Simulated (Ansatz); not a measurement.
Here is a crystal structure:

```
CELL_PARAMETERS angstrom
5.66489 0.00000 0.00000
0.00000 5.66489 0.00000
0.00000 0.00000 5.66489
ATOMIC_POSITIONS crystal
Zn 0.00000 0.00000 0.00000
Se 0.25000 0.25000 0.25000
Zn 0.00000 0.50000 0.50000
Se 0.25000 0.75000 0.75000
Zn 0.50000 0.00000 0.50000
Se 0.75000 0.25000 0.75000
Zn 0.50000 0.50000 0.00000
Se 0.75000 0.75000 0.25000
```

What crystal do these data define?

The formula is ZnSe. It belongs to space group F-43m (No. 216) and has a face-centred cubic lattice. This arrangement goes by the name zinc blende (sphalerite type). The cell comprises 4 formula units: 4 Zn, 4 Se. The polyhedra are ZnSe4 tetrahedra; they share corners. Zn is linked to four Se in a tetrahedral arrangement at 2.45 Å. The coordination shell of Se holds four Zn in a tetrahedral arrangement at 2.45 Å. The bonds build a three-dimensional framework.

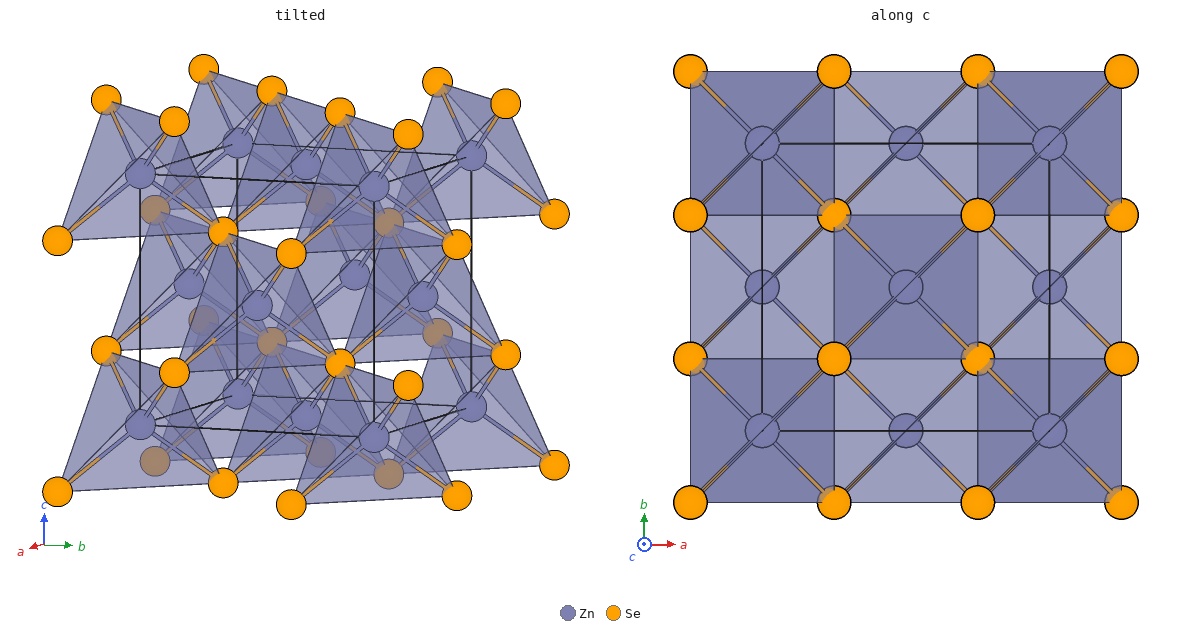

We look at a polyhedral model of the crystal slightly off an axis and along the c axis. One conventional unit cell is outlined, and atoms on its boundary appear in each equivalent place. Some atoms of the next cells are drawn as well.

Provenance: a structure listed in the Materials Project. Earlier steps of the study may have refined or changed the cell and positions. It went into a calculation with Ansatz.
